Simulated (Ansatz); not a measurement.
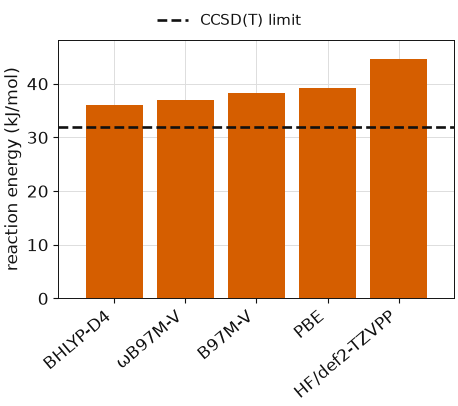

Electronic reaction energy of AlH₂OCl ([OH][AlH][Cl]) + SiNH₅ (N[SiH3]) → AlSiNH₅Cl ([SiH3][NH][AlH][Cl]) + H₂O (O) (SMILES in brackets) at several levels (functionals in def2-TZVPP unless a basis is named), isolated molecules at PBE0-D4 triple-zeta geometries, minima by their frequencies, no zero-point or thermal terms, the Ansatz code. The line is frozen-core CCSD(T) at the basis limit (MP2 extrapolated from triple and quadruple zeta, plus CCSD(T) less MP2 in a smaller set). No dispersion term is added to PBE.

What do zero-point energy and temperature add?

Zero-point change −2.6 kJ/mol; at 298.15 K and 1 bar the CCSD(T) limit plus thermal terms gives an enthalpy of reaction of 31.9 and a free energy of 35.5 kJ/mol (harmonic PBE0-D4 modes, ideal gas).

Give the values.

| level | kJ/mol | less CCSD(T) limit |
| --- | --- | --- |
| BHLYP-D4 | 36.0 | 4.1 |
| ωB97M-V | 36.9 | 5.1 |
| B97M-V | 38.3 | 6.4 |
| PBE | 39.1 | 7.3 |
| HF/def2-TZVPP | 44.7 | 12.8 |
| CCSD(T) limit | 31.9 | 0.0 |

Caveats: one conformer of each flexible molecule.
